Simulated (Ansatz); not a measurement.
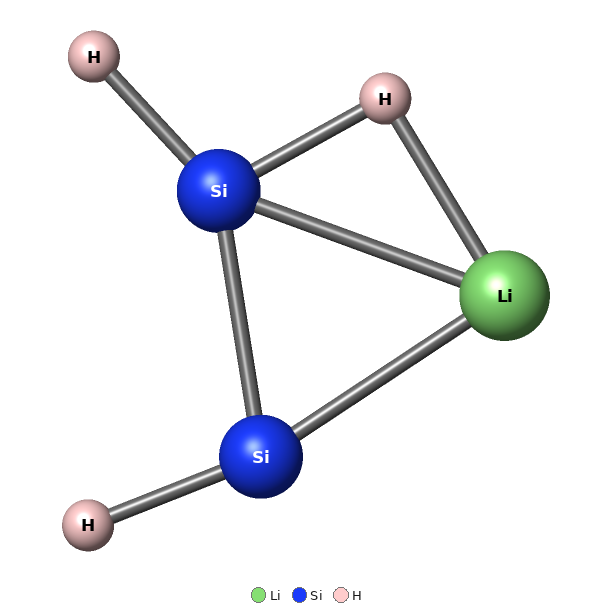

Ball-and-stick drawing of a structure. Every bond is drawn as one stick, whatever its order.

Computed geometry: PBE0-D4/def2-TZVP optimisation. No frequency run is at hand to confirm it as a minimum.

Question: Give the formula.

Answer: H3LiSi2, 6 atoms: 3 hydrogen, 1 lithium and 2 silicon.

Question: How many sets of symmetry-equivalent atoms are there?

Answer: 6: 1 Li, 1 Si, 1 Si, 1 H, 1 H, 1 H.

Question: How many bonds of each kind are drawn?

Answer: 3 Si–H, 2 Li–Si, 1 Si–Si, 1 Li–H. Sticks follow a distance rule.

Question: Give the symmetry (Schoenflies symbol).

Answer: Cs.

The parts below concern this one geometry. Atoms keep their numbers from picture to picture.

## Geometry

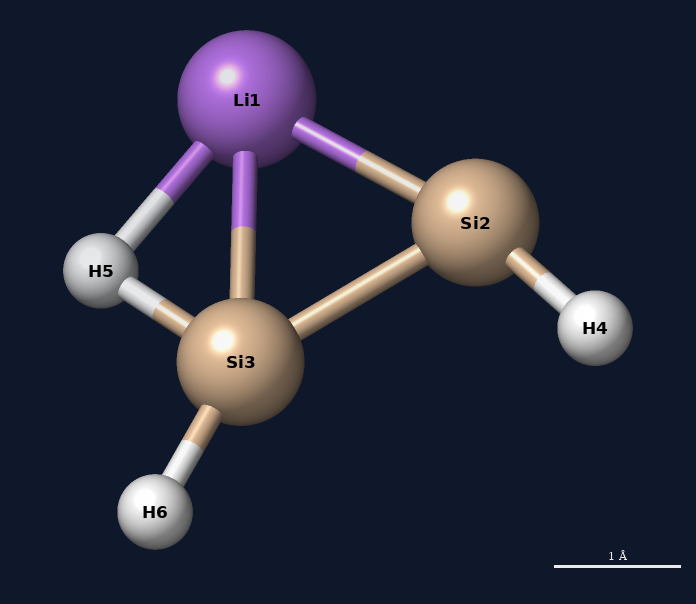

The atoms are numbered. No frequency run is at hand to confirm it as a minimum.

What are the angles Si2–Li1–Si3, Si2–Li1–H5, Si3–Li1–H5, Li1–Si2–Si3, Li1–Si2–H4, Si3–Si2–H4, Li1–Si3–Si2, Li1–Si3–H5, Li1–Si3–H6, Si2–Si3–H5, Si2–Si3–H6, H5–Si3–H6, Li1–H5–Si3?

| angle | degrees |
| --- | --- |
| Si2–Li1–Si3 | 53.7 |
| Si2–Li1–H5 | 92.1 |
| Si3–Li1–H5 | 38.4 |
| Li1–Si2–Si3 | 65.9 |
| Li1–Si2–H4 | 168.1 |
| Si3–Si2–H4 | 102.2 |
| Li1–Si3–Si2 | 60.4 |
| Li1–Si3–H5 | 49.2 |
| Li1–Si3–H6 | 153.2 |
| Si2–Si3–H5 | 109.6 |
| Si2–Si3–H6 | 146.4 |
| H5–Si3–H6 | 104.0 |
| Li1–H5–Si3 | 92.4 |

## Dipole moment

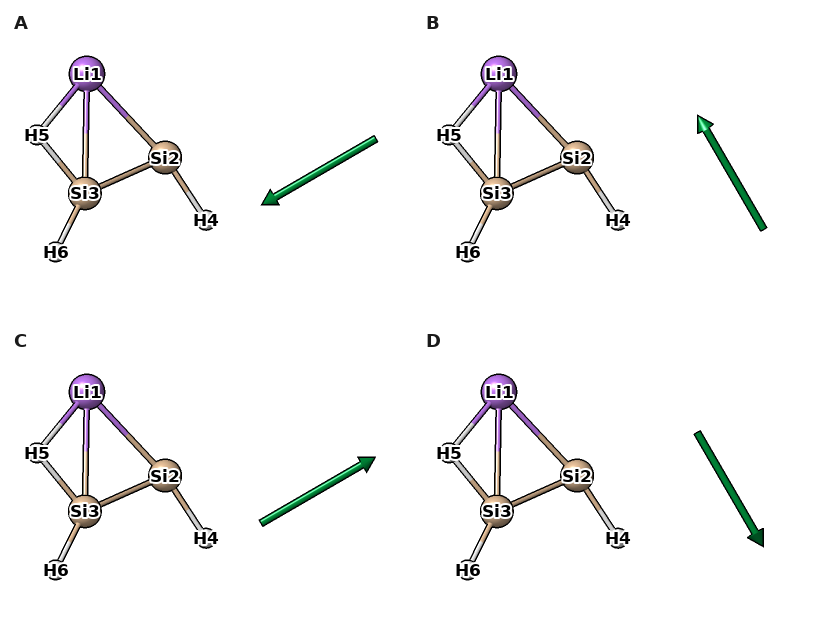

The same molecule four times, each with an arrow. No frequency run is at hand to confirm it as a minimum. Properties computed with RKS PBE0-D4/def2-TZVP (Ansatz 0.2.0).

Question: Which arrow points along the dipole moment, from the negative to the positive end?

Answer: B. The dipole moment is 4.35 D; it points from the side of H4 to the side of Li1 (the outermost atoms at the two ends).

## Electronic properties

No frequency run is at hand to confirm it as a minimum. Method: RKS PBE0-D4/def2-TZVPP (Ansatz 0.2.0).

Question: Estimate the HOMO energy (Kohn–Sham orbital).

Answer: −5.48 eV.

Question: What is the LUMO energy (Kohn–Sham orbital)?

Answer: −1.19 eV.

## Charges

The questions are on Mulliken charges. No frequency run is at hand to confirm it as a minimum. Properties computed with RKS PBE0-D4/def2-TZVP (Ansatz 0.2.0).

Question: Which atom carries the highest charge (most positive or least negative)?

Answer: Li1 (0.65 e).

Question: And the lowest?

Answer: Si2 (−0.38 e).

List the Mulliken charges.

```csv
atom,value (e)
Li1,0.65
Si2,−0.38
Si3,−0.14
H4,0.00
H5,−0.12
H6,0.00
```

Mulliken values depend strongly on the basis set and can even reverse the polarity of a bond.
